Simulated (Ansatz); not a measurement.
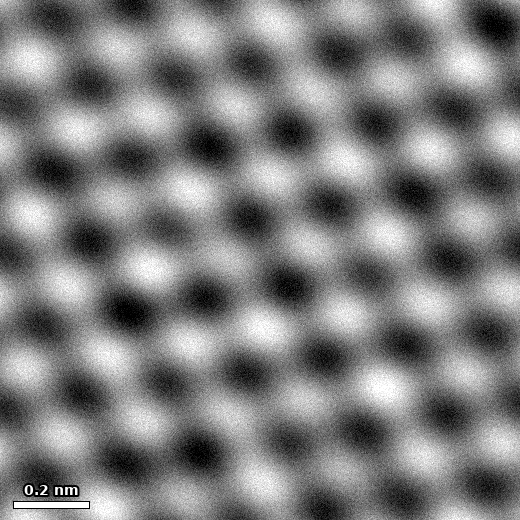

HRTEM-like image of Ni (Fm-3m, No. 225) along [110]. Simulated in the weak-phase-object approximation with neutral-atom potentials: 200 kV, Cs = 0.50 mm, defocus −425 Å (negative is underfocus), defocus spread 20 Å, aperture 0.51 1/Å. Shot noise and the speckle of an amorphous layer were added. Structure: a calculation's starting geometry.

Question: What point resolution do these settings give, and which lattice spacings pass?

Answer: About 2.0 Å (0.66 |Cs|^(1/4) λ^(3/4) with λ = 0.0251 Å). The spacings that carry visible contrast are {111} at 2.03 Å.

Question: Do the atom columns appear dark or bright, and why?

Answer: Dark. With positive Cs and underfocus sin χ is negative over the pass band, so the strongest columns (Ni) come out darker than the background.
